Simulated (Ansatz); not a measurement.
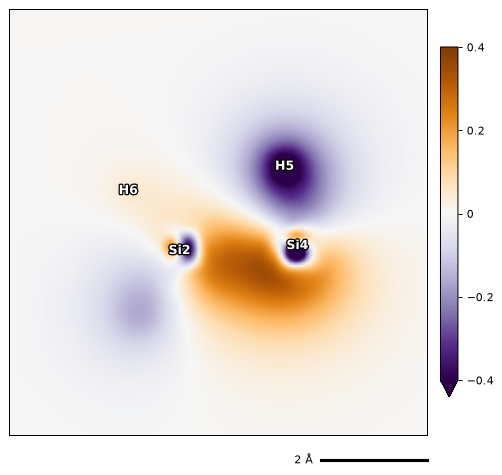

H4Si2. The HOMO−1 on the plane of atoms Si4, Si2 and H6 (values in Å⁻³ᐟ²; the overall sign is arbitrary).

The reactant side of a reaction path; geometry: PBE0-D4/def2-TZVP.

The calculation used RKS PBE0-D4/def2-TZVPP (Ansatz).

Input file:

```
crystal:
  periodic: [false, false, false]
  atoms:
    - {symbol: H, position_ang: [-1.089895, 0.213536, -0.036495]}
    - {symbol: Si, position_ang: [0.325200, -0.582022, -0.229618]}
    - {symbol: H, position_ang: [-0.016650, -1.583719, -1.277776]}
    - {symbol: Si, position_ang: [-0.053128, 1.608539, -0.493918]}
    - {symbol: H, position_ang: [0.245473, 1.664966, 1.000908]}
    - {symbol: H, position_ang: [0.589099, -1.321401, 1.036799]}
basis:
  gaussian: {orbitals: def2-TZVPP}
hamiltonian: {xc: pbe0, dispersion: d4}
output: {orbitals: {seedname: orbitals}}
```

Command:

```sh
ansatz run in.yaml --threads 2 --pin off --events-out ev --progress --plain --max-ram 4352MiB
```

Q: Describe this orbital and give its energy.

A: Its weight (Hirshfeld) is mainly on Si4 (about 45 %), Si2 (about 30 %), H5 (about 15 %) and H1 (about 5 %). Its energy is −7.84 eV.
